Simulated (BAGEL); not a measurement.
# HF/6-31G(d) (density fitting with cc-pvqz-jkfit, spherical functions) run of C2H3F3O (2,2,2-trifluoroethanol)

Aim: the vertical ionisation energy of C2H3F3O (2,2,2-trifluoroethanol) at HF/6-31G* (density fitting with cc-pvqz-jkfit, spherical functions), from 2 runs. 

Program for the calculation: BAGEL 1.2.2.

1 further run of the same task is left out (set aside as unsound or not needed). Runs told in other sessions of the task aren't counted.

## 1. The system as given

The species is C2H3F3O (9 atoms), meant as a singlet with charge 0. As SMILES, `OCC(F)(F)F`. The shape is that of a PBE0-D4/def2-TZVP optimisation. This is one conformer, not always the lowest.

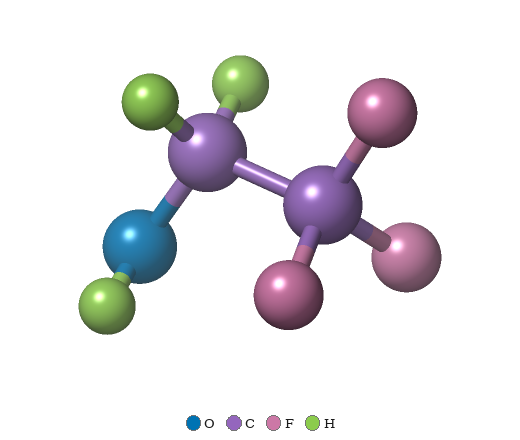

The structure, seen from a chosen angle (oxygen blue, carbon purple, fluorine pink, hydrogen green).

## 2. A single-point energy at HF/6-31G(d) (density fitting with cc-pvqz-jkfit, spherical functions)

Input file calc.json:

```json
{ "bagel" : [

{
  "title" : "molecule",
  "basis" : "6-31gs.json",
  "df_basis" : "cc-pvqz-jkfit",
  "angstrom" : true,
  "geometry" : [
    { "atom" : "O", "xyz" : [    0.266530,   -1.505850,   -0.522220 ] },
    { "atom" : "C", "xyz" : [    0.133530,   -0.525950,    0.461010 ] },
    { "atom" : "C", "xyz" : [   -0.345850,    0.793870,   -0.107260 ] },
    { "atom" : "F", "xyz" : [   -1.549160,    0.702470,   -0.671030 ] },
    { "atom" : "F", "xyz" : [    0.503280,    1.241540,   -1.049190 ] },
    { "atom" : "F", "xyz" : [   -0.410400,    1.722300,    0.853640 ] },
    { "atom" : "H", "xyz" : [    0.947650,   -1.231740,   -1.143270 ] },
    { "atom" : "H", "xyz" : [   -0.612860,   -0.871420,    1.177610 ] },
    { "atom" : "H", "xyz" : [    1.067280,   -0.325240,    1.000710 ] }
  ]
},
{
  "title" : "hf"
},
{
  "title" : "print",
  "file" : "orbitals.molden",
  "orbitals" : true
}

]}
```

The basis set 6-31G* is read from a file made from the Basis Set Exchange's data (not shown).

Started as:

```bash
BAGEL_NUM_THREADS=1 BAGEL calc.json > calc.out
```

The log of the run:

```text
* using 1 threads per process

  ===============================================================
  ===============================================================

  *** Geometry ***

  { "atom" : "O", "xyz" : [      0.503669,     -2.845644,     -0.986853 ] },
  { "atom" : "C", "xyz" : [      0.252335,     -0.993901,      0.871183 ] },
  { "atom" : "C", "xyz" : [     -0.653562,      1.500197,     -0.202692 ] },
  { "atom" : "F", "xyz" : [     -2.927488,      1.327476,     -1.268063 ] },
  { "atom" : "F", "xyz" : [      0.951061,      2.346171,     -1.982682 ] },
  { "atom" : "F", "xyz" : [     -0.775544,      3.254675,      1.613146 ] },
  { "atom" : "H", "xyz" : [      1.790799,     -2.327651,     -2.160467 ] },
  { "atom" : "H", "xyz" : [     -1.158138,     -1.646745,      2.225360 ] },
  { "atom" : "H", "xyz" : [      2.016867,     -0.614615,      1.891068 ] },

  Number of auxiliary basis functions:      789

  Since a DF basis is specified, we compute 2- and 3-index integrals:
    o Being stored without compression. Storage requirement is 0.051 GB

  Number of basis functions:       90
  Number of electrons      :       50

    * METHOD: MOLECULE                             0.80

  *** RHF ***

  === Nuclear Repulsion ===
   274.6013822678

      * DIIS with orbital gradients will be used.

  === RHF iteration (6-31gs.json) ===
      0       -450.32445833          0.02479741           0.21
      1       -450.53705648          0.01627158           0.21
      2       -450.65601464          0.00143900           0.21
      3       -450.65779714          0.00030448           0.21
      4       -450.65787452          0.00008587           0.21
      5       -450.65788304          0.00002435           0.21
      6       -450.65788363          0.00001105           0.21
      7       -450.65788373          0.00000248           0.21
      8       -450.65788374          0.00000094           0.21
      9       -450.65788374          0.00000031           0.21
     10       -450.65788374          0.00000009           0.21
     11       -450.65788374          0.00000003           0.21
     12       -450.65788374          0.00000001           0.21
     13       -450.65788374          0.00000001           0.21
    * SCF iteration converged.

    * Permanent dipole moment:
           (   -0.630092,     0.178822,    -0.304936) a.u.

    * METHOD: HF                                   3.27

    * METHOD: PRINT                                0.01

  ===============================================================
```

Wall time 4.5 s (1 thread of Arm Neoverse V2, shared host); peak memory 0.18 GiB.

## 3. The doublet cation

Input file input.json:

```json
{ "bagel" : [

{
  "title" : "molecule",
  "basis" : "6-31gs.json",
  "df_basis" : "cc-pvqz-jkfit",
  "angstrom" : "true",
  "geometry" : [
    { "atom" : "O", "xyz" : [       0.266530,      -1.505850,      -0.522220 ] },
    { "atom" : "C", "xyz" : [       0.133530,      -0.525950,       0.461010 ] },
    { "atom" : "C", "xyz" : [      -0.345850,       0.793870,      -0.107260 ] },
    { "atom" : "F", "xyz" : [      -1.549160,       0.702470,      -0.671030 ] },
    { "atom" : "F", "xyz" : [       0.503280,       1.241540,      -1.049190 ] },
    { "atom" : "F", "xyz" : [      -0.410400,       1.722300,       0.853640 ] },
    { "atom" : "H", "xyz" : [       0.947650,      -1.231740,      -1.143270 ] },
    { "atom" : "H", "xyz" : [      -0.612860,      -0.871420,       1.177610 ] },
    { "atom" : "H", "xyz" : [       1.067280,      -0.325240,       1.000710 ] }
  ]
},

{ "title" : "uhf", "charge" : 1, "nopen" : 1 },

{ "title" : "print", "file" : "orbitals.molden", "orbitals" : "true" }

]}
```

The basis set 6-31G* is read from a file made from the Basis Set Exchange's data (not shown).

Started as:

```bash
BAGEL_NUM_THREADS=1 BAGEL input.json > input.out
```

The log of the run:

```text
* using 1 threads per process

  ===============================================================
  ===============================================================

  *** Geometry ***

  { "atom" : "O", "xyz" : [      0.503669,     -2.845644,     -0.986853 ] },
  { "atom" : "C", "xyz" : [      0.252335,     -0.993901,      0.871183 ] },
  { "atom" : "C", "xyz" : [     -0.653562,      1.500197,     -0.202692 ] },
  { "atom" : "F", "xyz" : [     -2.927488,      1.327476,     -1.268063 ] },
  { "atom" : "F", "xyz" : [      0.951061,      2.346171,     -1.982682 ] },
  { "atom" : "F", "xyz" : [     -0.775544,      3.254675,      1.613146 ] },
  { "atom" : "H", "xyz" : [      1.790799,     -2.327651,     -2.160467 ] },
  { "atom" : "H", "xyz" : [     -1.158138,     -1.646745,      2.225360 ] },
  { "atom" : "H", "xyz" : [      2.016867,     -0.614615,      1.891068 ] },

  Number of auxiliary basis functions:      789

  Since a DF basis is specified, we compute 2- and 3-index integrals:
    o Being stored without compression. Storage requirement is 0.051 GB

  Number of basis functions:       90
  Number of electrons      :       50

    * METHOD: MOLECULE                             0.79

  *** Open-shell HF ***

  === Nuclear Repulsion ===
   274.6013822678

      * DIIS with orbital gradients will be used.

  === UHF iteration (6-31gs.json) ===
      0       -449.84597756          0.05321940           0.42
      1       -450.04547233          0.04191820           0.41
      2       -450.14365512          0.02874410           0.41
      3       -450.24540566          0.00376270           0.41
      4       -450.25409811          0.00269925           0.41
      5       -450.26368924          0.00170882           0.41
      6       -450.26774873          0.00095204           0.41
      7       -450.26793634          0.00037680           0.41
      8       -450.26804637          0.00011884           0.41
      9       -450.26807412          0.00009428           0.41
     10       -450.26809832          0.00007498           0.41
     11       -450.26811959          0.00004383           0.41
     12       -450.26812733          0.00002283           0.42
     13       -450.26812992          0.00001293           0.41
     14       -450.26813113          0.00000782           0.41
     15       -450.26813142          0.00000331           0.41
     16       -450.26813142          0.00000164           0.41
     17       -450.26813144          0.00000113           0.41
     18       -450.26813145          0.00000085           0.41
     19       -450.26813146          0.00000067           0.41
     20       -450.26813146          0.00000040           0.41
     21       -450.26813146          0.00000027           0.41
     22       -450.26813146          0.00000022           0.41
     23       -450.26813146          0.00000013           0.41
     24       -450.26813146          0.00000006           0.41
     25       -450.26813146          0.00000004           0.41
     26       -450.26813146          0.00000003           0.41
     27       -450.26813146          0.00000002           0.41
     28       -450.26813146          0.00000002           0.41
     29       -450.26813146          0.00000001           0.42
     30       -450.26813146          0.00000001           0.42
    * SCF iteration converged.

    * S^2 (UHF) is 0.7609

    * Permanent dipole moment:
           (   -1.501081,     2.654255,    -0.199996) a.u.

    * METHOD: UHF                                 13.13

    * METHOD: PRINT                                0.01

  ===============================================================
```

Run time: 14 s. Hardware: 1 thread of Arm Neoverse V2, shared host; peak memory 0.18 GiB.

## 4. Results

Level: HF/6-31G* (density fitting with cc-pvqz-jkfit, spherical functions).

| quantity | value |
| --- | --- |
| singlet C2H3F3O: total energy | -450.65788 Eh |
| singlet C2H3F3O: dipole moment | 1.84 D |
| singlet C2H3F3O: HOMO energy | -13.14 eV |
| singlet C2H3F3O: LUMO energy | 5.86 eV |
| singlet C2H3F3O: HOMO–LUMO gap | 19.00 eV |
| doublet cation: total energy | -450.26813 Eh |
| doublet cation: ⟨S²⟩ | 0.761 |
| vertical ionisation energy (to the doublet cation) | 10.606 eV |

**Reading.** Removing an electron at fixed nuclei costs 10.61 eV (245 kcal/mol). −ε(HOMO) before ionisation, 13.14 eV, is 2.53 eV above this ionisation energy.
